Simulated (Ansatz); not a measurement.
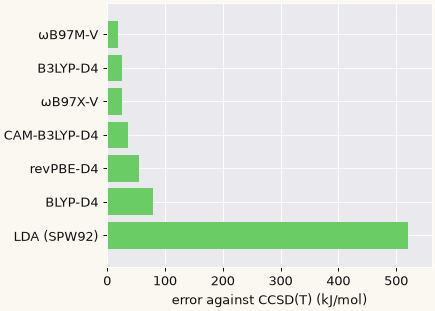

Error in the electronic atomisation energy (method less reference, so positive means overbinding) of CHFNOSi, SMILES O=C=N[SiH]F, doublet: functionals in def2-TZVPP against frozen-core CCSD(T) at the limit (MP2 extrapolated from triple and quadruple zeta, plus CCSD(T) less MP2 in a smaller set), which gives 2614.5 kJ/mol, at a PBE0-D4/def2-TZVP geometry (a minimum by its frequencies), no zero-point or spin-orbit term, the Ansatz code 0.2.0. The reference leaves out core correlation, a term that grows with the number of heavy atoms.

### What range do the values span?

From 19.2 kJ/mol (ωB97M-V) to 520.0 kJ/mol (LDA (SPW92)).

### Which of these levels overbind, and which underbind?

Overbind: B3LYP-D4, ωB97X-V, CAM-B3LYP-D4, revPBE-D4, BLYP-D4 and LDA (SPW92). Underbind: none clearly. Within 25 kJ/mol of zero, too close to call in view of what the reference leaves out: ωB97M-V.

Limits of at least one run: one conformer of a flexible molecule.
